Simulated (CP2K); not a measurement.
Consider silylcyclopropane at its PBE geometry (Å).

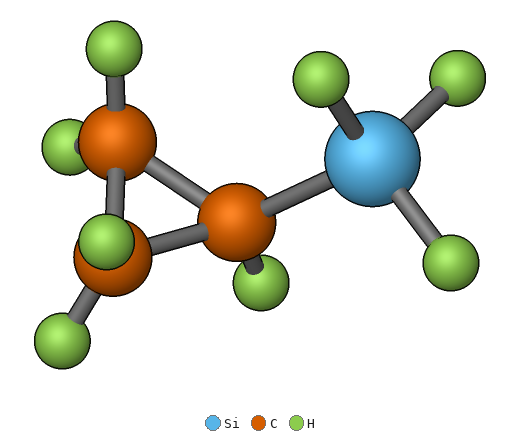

The molecule (silicon blue, carbon orange, hydrogen green).

```xyz
12

Si    1.6680    0.1601   -0.0075
C    -0.0551   -0.2841   -0.5353
C    -1.0920   -0.6960    0.5049
C    -1.2215    0.6335   -0.1862
H     2.5345   -1.0486    0.1284
H     1.5929    0.8411    1.3205
H     2.3219    1.0871   -0.9787
H    -0.1454   -0.7934   -1.4979
H    -1.7898   -1.4874    0.2343
H    -0.7944   -0.6987    1.5537
H    -1.0113    1.5325    0.3938
H    -2.0079    0.7540   -0.9301
```

Method: CP2K XAS_TDP, all-electron GAPW, PBEh(45%), aug-pc-1, TDA, GW2X-corrected core level, no relativity.

**Question.** Where do the C K-edge lines lie, and how strong are they?

Leading lines: C2 288.75 eV and C3 289.86 eV. The leading line of an atom is its first one with 35 % of the strongest within 2.5 eV of its lowest line over the strength cut. Core ionisation energies at this level: C2 290.76 and C3 291.47 eV.

The first six lines of each atom with a strength over 0.0015:

```
                               atom  energy (eV)  states  strength, one atom  above the computed threshold
       C2 (bonded to 2 C, Si and H)       288.75       1              0.0083                              
                                          289.24       1              0.0133                              
                                          289.39       1              0.0158                              
                                          289.59       1              0.0041                              
                                          289.81       1              0.0153                              
                                          290.60       1              0.0037                              
C3 (bonded to 2 C and 2 H), 2 alike       289.49       1              0.0057                              
                                          289.86       1              0.0157                              
                                          290.09       1              0.0322                              
                                          290.46       1              0.0122                              
                                          291.21       1              0.0019                              
                                          291.58       1              0.0017                           yes
```

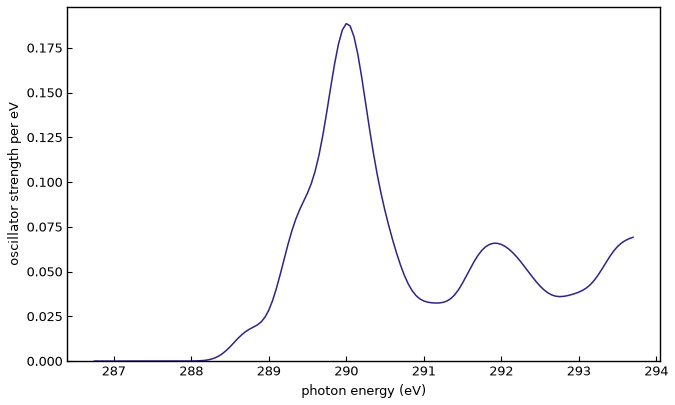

All atoms added, broadened by 0.5 eV.

Lines are vertical, at one geometry, with no vibrational structure. GW2X ionisation energies and lines can be off by 1 to 2 eV either way, and a good line position may hide errors that cancel. These values hold no scalar relativity, about 0.1 eV for C 1s. Rydberg lines, and the discretised continuum above threshold, depend on the basis and the box.

[Banner, clock and machine lines of the logs are left out without a mark of their own.]

[Logs are printed without paths, hosts, clocks, repeated set-up lines and the standing remarks that a program may print on its own settings, such as how far it seeks lower states.]

[Hosts, paths, dates, database ids (printed as entryN), source tags and the programs' standing remarks are cut or masked in the printed files.]
